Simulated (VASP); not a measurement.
Band structure of Sc₃ZrN₄ (ordered alloy cell). All values below come from PBEsol GGA, VASP's PBE PAW potentials (set 64) (plane waves; VASP).

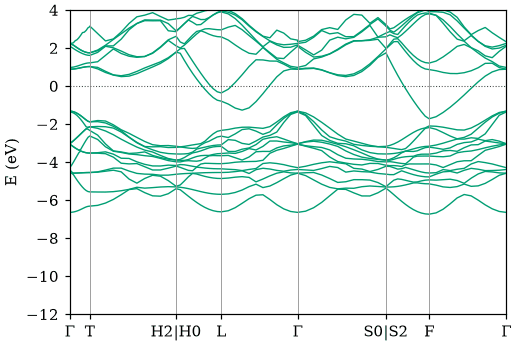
*Bands along high-symmetry lines, zero at the valence-band maximum or, without a gap, the Fermi level*

### Question
Read the plot: is there a gap, and where are the band edges?

### Answer
It has no gap at this level: it comes out as a metal or semimetal. (Edges off the drawn lines would not show.)

The structure was generated: Sc3ZrN4 was put into an ordered model structure (R-3m), which need not be its known phase. It was relaxed first. The electron count is odd and the run is not spin-polarised, which forces a metal.
